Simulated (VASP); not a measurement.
Band structure of BaMg2P2 (space group P-3m1). Level of theory: PBEsol GGA, VASP's PBE PAW potentials (set 64) (plane waves; VASP 6.6.1).

Unless said otherwise, spin-orbit coupling is left out, though it shifts the bands of the heavy elements here.

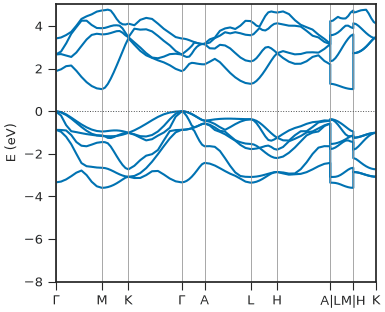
*Bands along high-symmetry lines, zero at the valence-band maximum or, without a gap, the Fermi level*

### Question
Read the plot: is there a gap, and where are the band edges?

### Answer
The gap is indirect, 1.04 eV, from the valence maximum at Γ to the conduction minimum at M. (Edges off the drawn lines would not show.)

The structure comes from a computed database's BaMg2P2 entry (P-3m1); how it stands against other phases isn't given here. It was relaxed first.
